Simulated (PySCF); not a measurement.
## Electronic structure of C5H5F3N2 (SMILES C=C/C(=N/N=C)C(F)(F)F) in real space

```xyz
15

C    -2.3322   -1.1751    0.4052
C    -1.7899   -0.0169    0.0406
C    -0.3651    0.2472    0.0385
N     0.4905   -0.6413    0.3685
N     1.7133   -0.6150    0.6370
C     2.7729   -0.9847    0.0718
C     0.0376    1.6408   -0.4091
F    -0.3227    1.8808   -1.6860
F     1.3594    1.8562   -0.3421
F    -0.5470    2.6021    0.3279
H    -1.7192   -1.9989    0.7270
H    -3.3967   -1.3240    0.3934
H    -2.4074    0.8095   -0.2828
H     3.6751   -0.9881    0.6584
H     2.8269   -1.2847   -0.9701
```

Geometry: GFN2-xTB.

Theory: PBE0/pcSseg-1, SCF density, gas phase, non-relativistic (PySCF).

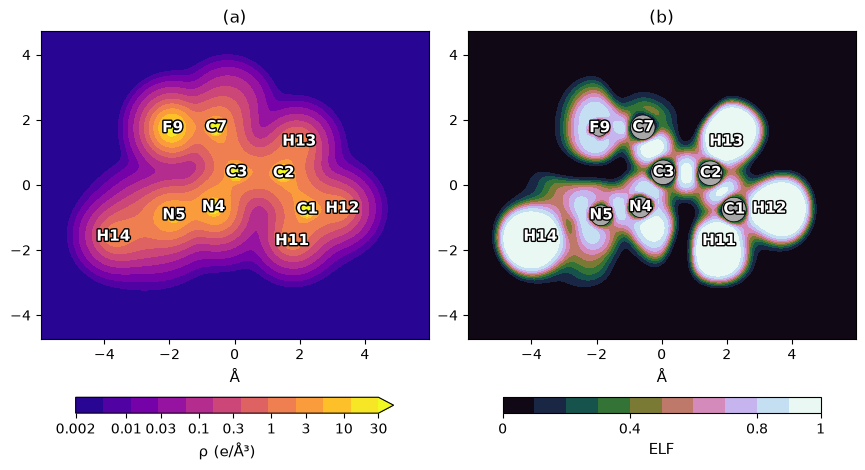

Figure 1. (a) total electron density; (b) electron localisation function on the plane of atoms C1, C2 and H13. Grey discs cover the atomic cores in the ELF map.

Read the bonding off the picture.

Answer.
- The plane passes through C, N, F and H nuclei.
- N–N (1.25 Å): ρ is about 3 e/Å³ halfway; the ELF peaks at about 0.90 between the atoms: a covalent bond.
- C–N (1.28 Å): ρ at the midpoint is about 2.6 e/Å³; the ELF peaks at about 0.90 between the atoms (localised, covalent bonding).
- C–C (1.33 Å): the density is about 2.3 e/Å³ at the midpoint; the ELF peaks at about 0.90 between the atoms: a short, multiple covalent bond.
- C–F (1.34 Å): the density is about 2.4 e/Å³ at the midpoint; the ELF peaks at about 0.85 between the atoms (a shared but strongly polarised pair).
- C–H (1.07 Å): the density is about 2.1 e/Å³ at the midpoint; the ELF climbs to about 1 towards the hydrogen, as it does in any bond to H; a covalent bond by its length.
- The ELF also peaks beside N4 and F9, away from the bonds: lone-pair regions.

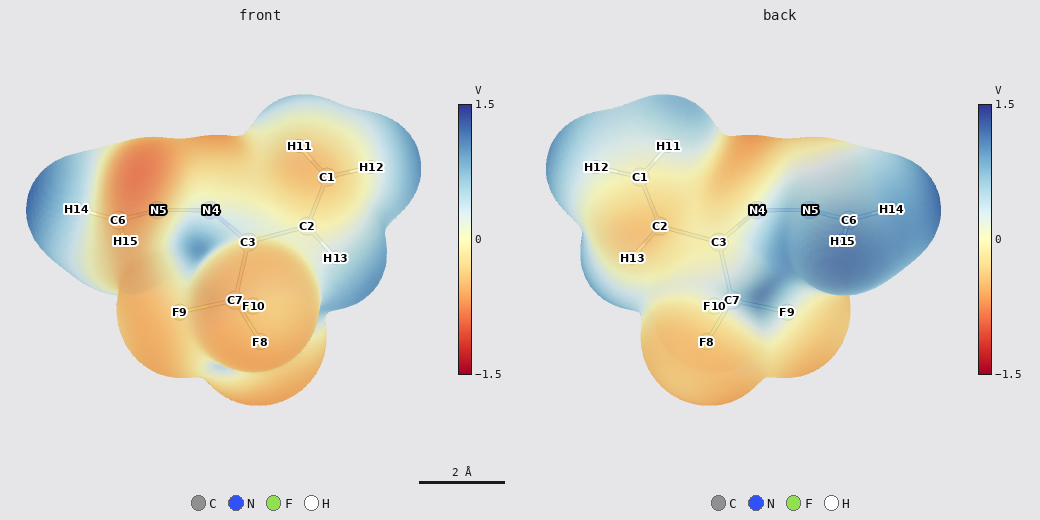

Figure 2. The electrostatic potential painted on the density surface at 0.002 e/bohr³, seen from the front and from behind; red is negative and blue positive.

Where is the surface potential most negative and most positive?

Answer. The most negative region (about −0.8 V) lies over N5, the most positive (about +1.2 V) over H14 and H15.

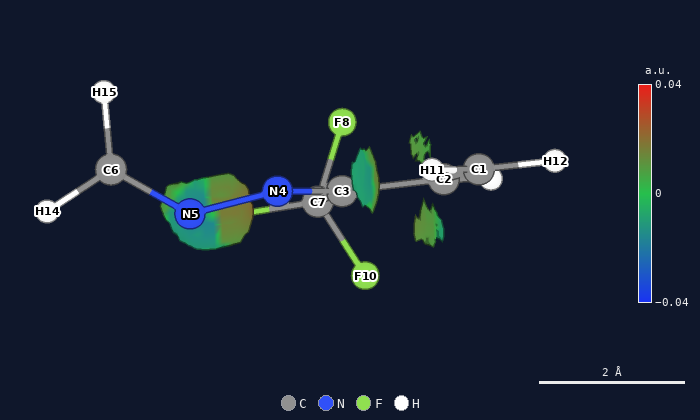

Figure 3. Non-covalent interaction (NCI) plot: the surface where the reduced density gradient is 0.6, for densities under 0.05 a.u., coloured by sign(λ₂)ρ; seen from one side.

Identify the weak interactions.

Answer. Between F9 and C7 on one side and N5 and N4 on the other: a weak contact, attractive (blue-green) on one side and crowded (olive to red) on the other; near H13, F10 and C2: mostly steric crowding (olive to red); near H11, N4 and C1: mostly steric crowding (olive to red).
